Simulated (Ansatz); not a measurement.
```
Mg Cd S
1.0
     4.14860    0.00000    0.00000
    -2.07430    3.59279    0.00000
     0.00000    0.00000   20.16663
Mg Cd S
2 4 6
Cartesian
  2.0743 1.1976 10.1277
  2.0743 1.1976 16.7651
  0.0000 2.3952 20.1172
  0.0000 2.3952 6.8466
  0.0000 2.3952 13.4856
  2.0743 1.1976 3.3942
  0.0000 2.3952 2.5198
  0.0000 2.3952 9.4154
  0.0000 2.3952 16.0526
  2.0743 1.1976 5.9649
  2.0743 1.1976 12.6007
  2.0743 1.1976 19.2382
```

Space group P3m1; a structure generated by program, which may or may not match a known phase.

The calculation used DFT PBE, scalar-relativistic, plane waves, PAW (Ansatz).

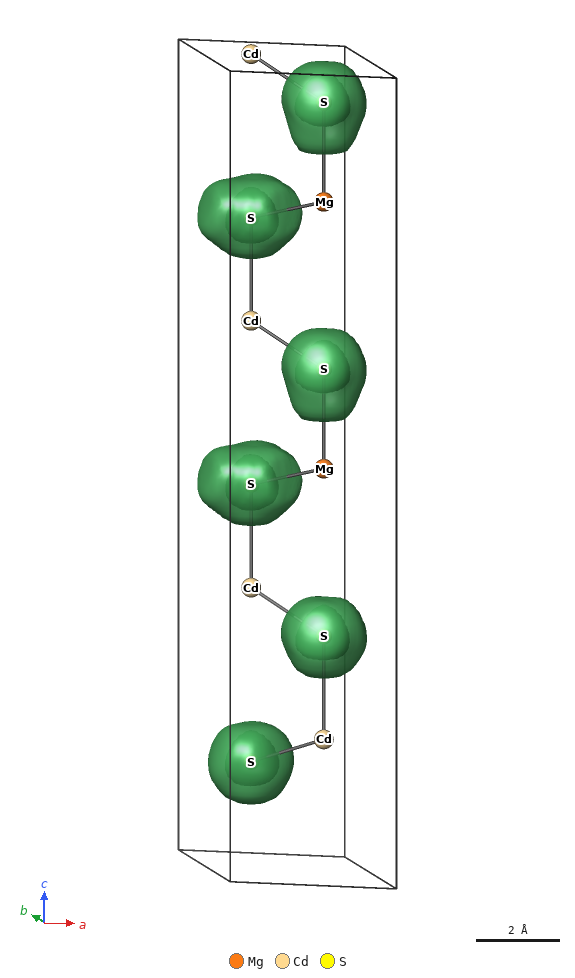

MgCd2S3. Isosurface of the electron localisation function at 0.8 (green), seen slightly off an axis. Only the valence region is drawn (cores and ρ < 0.01 e/Å³ removed). Sticks mark near contacts.

In a PAW calculation such maps are meaningful between the atoms, not at the nuclei.

**Where are the electrons localised?**

The ELF exceeds this value in six regions wrapped around S (the valence shell of each), counted in one cell of 12 atoms. Any copies at cell faces, edges or corners count once.

Values along the shortest contacts:
Mg–S (2.47 Å): the ELF peaks at about 0.90 in the valence shell of S, 0.9 Å from its nucleus, and falls to about 0.05 next to Mg: a closed-shell, largely ionic contact. Cd–S (2.55 Å): the ELF peaks at about 0.90 in the valence shell of S, 0.8 Å from its nucleus, and is about 0.35 at the midpoint.
